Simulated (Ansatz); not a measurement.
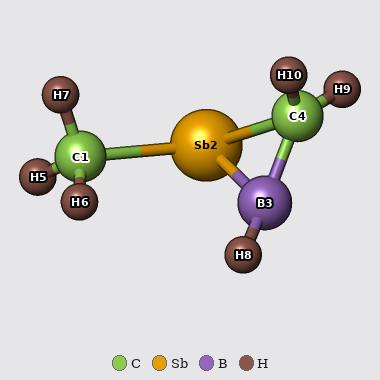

The system is C₂H₆BSb, SMILES [CH3][Sb]1[BH][CH2]1; the picture shows the reference structure. Coordinates scanned: (1) angle H6–C1–H7; (2) angle H9–C4–Sb2. Nothing is relaxed (all other coordinates rigid). The grid has 7 × 7 points. At 7 points there is no value. Points are written as (first, second). All energies are given in kcal/mol relative to the lowest grid point. Method: Ansatz 0.2.0, RKS PBE-D4/def2-TZVP.

Its coordinates:

```tsv
atom	x (Å)	y (Å)	z (Å)
C	-1.2576	0.9427	-0.9116
Sb	0.7612	0.1178	-1.1872
B	0.4472	-1.3843	0.3840
C	1.4934	-0.5271	0.9905
H	-1.6718	1.1470	-1.9078
H	-1.9060	0.2436	-0.3729
H	-1.1796	1.8865	-0.3580
H	-0.5044	-1.9886	0.7792
H	2.5269	-0.4645	0.6282
H	1.3740	-0.0241	1.9585
```

Range: angle H6–C1–H7 from 65 to 155°; angle H9–C4–Sb2 from 53.4 to 123.4°.

Q: What will the energy surface look like?

A: The lowest grid point is at (110°, 88.4°). The highest grid point, (65°, 123.4°), lies 47.6 kcal/mol above the lowest.

| angle H9–C4–Sb2 ↓, angle H6–C1–H7 → | 65 | 80 | 95 | 110 | 125 | 140 | 155 |
| --- | --- | --- | --- | --- | --- | --- | --- |
| 123.4 | 47.6 | 29.1 | 18.0 | 14.4 | 18.1 | 28.8 | 46.0 |
| 111.7 | 39.9 | 21.3 | 10.3 | 6.7 | 10.3 | 21.0 | 38.2 |
| 100.1 | 35.1 | 16.5 | 5.4 | 1.7 | 5.4 | 16.0 | 33.3 |
| 88.4 | 33.4 | 14.8 | 3.6 | 0.0 | 3.6 | 14.3 | 31.4 |
| 76.7 | 35.4 | 16.7 | 5.6 | 1.9 | 5.5 | 16.1 | 33.2 |
| 65.1 | 41.8 | 23.1 | 11.9 | 8.2 | 11.7 | 22.2 | 39.2 |
| 53.4 | – | – | – | – | – | – | – |

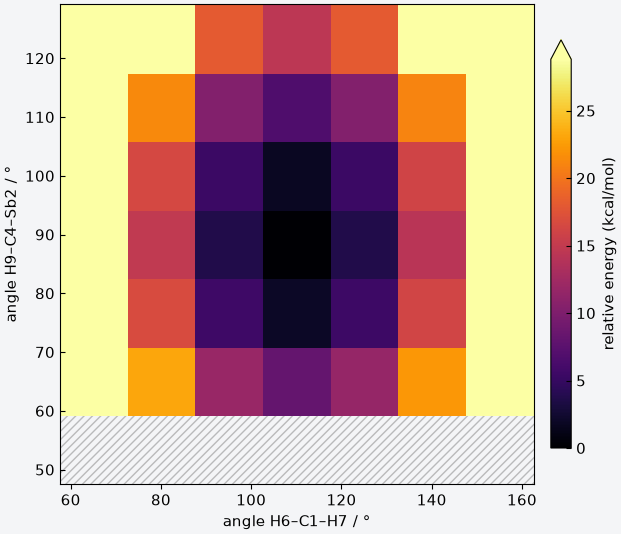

In the figure: one coloured cell a grid point, one colour for all values above the top of the scale, hatched blanks where no value was computed.

Each point was launched as `ansatz run input.yaml --threads 1 --pin off --max-ram 2560MiB --backend cpu --events-out ev --progress --plain --runs-dir out`. The whole map (42 points run) took 13 min on 1 thread of Intel(R) Xeon(R) Processor @ 2.50GHz (Skylake/Cascade Lake), with other jobs on the host.
